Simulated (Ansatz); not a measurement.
# PBE/cc-pVDZ run of C2F4O (trifluoroacetyl fluoride)

What is the energy change on altering one bond length of C2F4O (trifluoroacetyl fluoride) at PBE/cc-pVDZ? 

Program for the calculation: Ansatz 0.2.0.

51 further runs of the same task are left out: 51 set aside as unsound or not needed.

## (1) The system as given

C2F4O: 7 atoms, total charge 0, spin state singlet. As SMILES, `O=C(F)C(F)(F)F`. The coordinates come from a PBE0-D4/def2-TZVP relaxation.

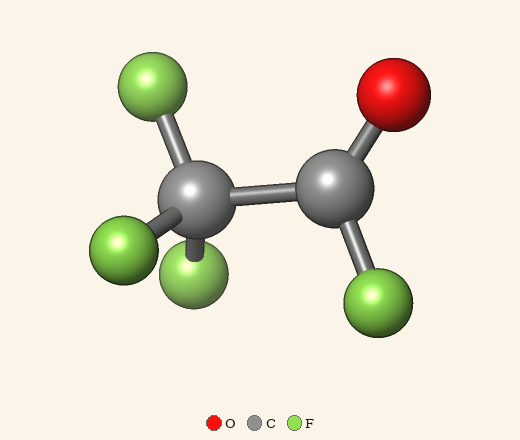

The structure, seen from a chosen angle (oxygen red, carbon grey, fluorine green).

## (2) The energy at PBE/cc-pVDZ

input.yaml reads:

```yaml
crystal:
  periodic: [false, false, false]
  atoms:
    - {symbol: O, position_ang: [1.061180, -1.396170, 0.701140]}
    - {symbol: C, position_ang: [0.088980, -0.798110, 0.435150]}
    - {symbol: F, position_ang: [-1.136840, -1.201010, 0.739860]}
    - {symbol: C, position_ang: [0.018150, 0.551850, -0.306440]}
    - {symbol: F, position_ang: [-0.697880, 0.418270, -1.418740]}
    - {symbol: F, position_ang: [-0.564330, 1.461580, 0.468830]}
    - {symbol: F, position_ang: [1.230750, 0.963590, -0.619810]}
basis:
  gaussian:
    orbitals: cc-pVDZ
total_charge: 0
hamiltonian:
  xc: {name: PBE}
accuracy: high
output:
  orbitals: {seedname: orbitals}
```

Command:

```bash
$ ansatz run input.yaml --threads 1 --pin off --max-ram 3480MiB --events-out events.jsonl --progress --plain --runs-dir runs
```

What it wrote:

```text
Warning: RAYON_NUM_THREADS=1 ignored (pool sized by the plan → 1); use --threads N
Functional definition: PBE
  name "PBE"
  parameter kappa = 0.804
  parameter beta = 0.06672455060314922
  exchange = pbe_x(kappa = kappa, mu = beta*pi^2/3)
  correlation = pbe_c(beta = beta)
2166 factors; integrals over basis functions are off by at most 2.9e-9 eV
mean field evaluation 1: about -14969.7719 eV, gradient 5.5e1 eV
mean field evaluation 2: about -14944.5594 eV, gradient 1.3e2 eV
mean field evaluation 4: about -14974.3552 eV, gradient 8.8e0 eV
mean field evaluation 8: about -14974.4771 eV, gradient 8.4e-1 eV
mean field evaluation 16: about -14974.4782 eV, gradient 2.7e-5 eV
mean field -14974.47822111 eV, -550.3019245598 hartree, gradient 3.6e-9 eV, S^2 0.000000; 0 other end points of the search recorded, 0 dependent functions left out
reference -14974.47822262 eV, -550.3019246154 hartree; 28, 28 occupied and 70, 70 virtual orbitals, 2166 factors
Total energy: -14974.47822262 eV, -550.3019246154 hartree
```

Wall time 6 s (1 thread of Arm Neoverse V2, shared host); peak memory 0.26 GiB.

## (3) The distorted shape at the same level

input.yaml reads:

```yaml
crystal:
  periodic: [false, false, false]
  atoms:
    - {symbol: O, position_ang: [0.697396, -1.519693, 0.795152]}
    - {symbol: C, position_ang: [-0.274804, -0.921633, 0.529162]}
    - {symbol: F, position_ang: [-1.500624, -1.324533, 0.833872]}
    - {symbol: C, position_ang: [-0.345634, 0.428327, -0.212428]}
    - {symbol: F, position_ang: [-1.061664, 0.294747, -1.324728]}
    - {symbol: F, position_ang: [-0.928114, 1.338057, 0.562842]}
    - {symbol: F, position_ang: [1.230750, 0.963590, -0.619810]}
basis:
  gaussian: {orbitals: cc-pVDZ}
hamiltonian: {xc: {name: PBE}}
accuracy: high
output: {orbitals: {seedname: orbitals}}
```

Command:

```bash
$ ansatz run input.yaml --threads 1 --pin off --max-ram 3480MiB --events-out events.jsonl --progress --plain --runs-dir runs
```

What it wrote, cut to the lines that bear on the results:

```text
Warning: RAYON_NUM_THREADS=1 ignored (pool sized by the plan → 1); use --threads N
[... 6 set-up lines as earlier in the session ...]
2153 factors; integrals over basis functions are off by at most 2.7e-9 eV
mean field evaluation 1: about -14967.6148 eV, gradient 5.8e1 eV
mean field evaluation 2: about -14919.4534 eV, gradient 1.7e2 eV
mean field evaluation 4: about -14972.9428 eV, gradient 1.4e1 eV
mean field evaluation 8: about -14973.2360 eV, gradient 4.3e-1 eV
mean field evaluation 16: about -14973.2319 eV, gradient 6.9e-5 eV
mean field -14973.23189749 eV, -550.2561230118 hartree, gradient 4.0e-8 eV, S^2 0.000000; 0 other end points of the search recorded, 0 dependent functions left out
reference -14973.23189902 eV, -550.2561230678 hartree; 28, 28 occupied and 70, 70 virtual orbitals, 2153 factors
Total energy: -14973.23189902 eV, -550.2561230678 hartree
```

It took 5.7 s on 1 thread of Arm Neoverse V2, shared host; peak memory 0.26 GiB.

## (4) Summary of results

Level: PBE/cc-pVDZ.

```
                                                         quantity          value
                                        first shape: total energy  -550.30192 Eh
                                         first shape: HOMO energy       -7.77 eV
                                         first shape: LUMO energy       -2.43 eV
                                       first shape: HOMO–LUMO gap        5.34 eV
                                    distorted shape: total energy  -550.25612 Eh
                                     distorted shape: HOMO energy       -8.05 eV
                                     distorted shape: LUMO energy       -2.81 eV
                                   distorted shape: HOMO–LUMO gap        5.24 eV
energy change with the C4–F7 bond stretched from 1.318 to 1.714 Å       1.246 eV
```

What this shows: With the C4–F7 bond stretched from 1.318 to 1.714 Å the energy rises by 1.25 eV (120 kJ/mol). The first shape isn't relaxed at this level, so the change isn't measured from a minimum.
